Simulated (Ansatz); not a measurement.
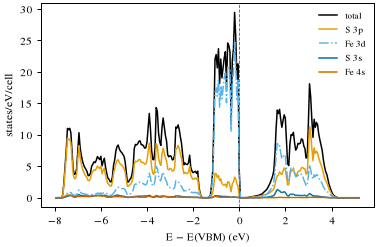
Figure: Total and projected density of states of FeS$_{2}$ in space group Pa-3 (No. 205; Fe on 4a, S on 8c), plane-wave PAW PBEsol (Ansatz code)

Q: Which orbitals carry the states next to the gap?

A: Top 1 eV of the valence band: Fe 3d 84 %, S 3p 11 %. Bottom 1 eV of the conduction band: S 3p 54 %, Fe 3d 34 %, outside the projected shells 8 %. Projections are on Löwdin-orthogonalised atomic valence shells; empty p or d shells of many metals are not among them.

The PBEsol relaxation kept the symmetry of its start. The workflow began spin-polarised and lost its moments.

Potentials: the later of the program's two PAW sets.
